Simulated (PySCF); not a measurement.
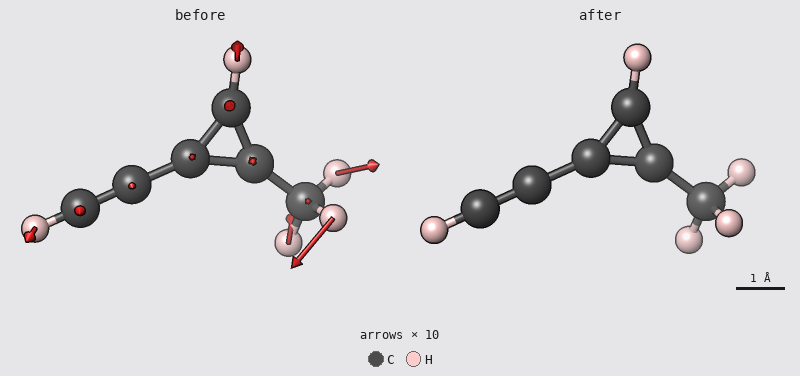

The structure of C₆H₅ (charge +1) before (left) and after (right) a relaxation, at one scale. The red arrows give the displacements, magnified 10 times.

The picture is a ball-and-stick view, seen at a tilt.

The start comes from GFN2-xTB.

The calculation used PBE0-D3(BJ)/def2-SVP geometry optimisation, gas phase (PySCF). 

### Describe what moved and what it gained.

After 7 geometry steps the energy has fallen by 0.067 eV. Largest force component: 1.9 eV/Å at the start, 0.022 eV/Å at the end. An H atom moves most after the best rigid fit: 0.14 Å. Largest moves by element: H 0.14 Å, C 0.03 Å. Some distances before and after: C–H 1.055 → 1.081 Å, C–H 1.067 → 1.092 Å, C–C 1.432 → 1.456 Å, C–C 1.411 → 1.391 Å.
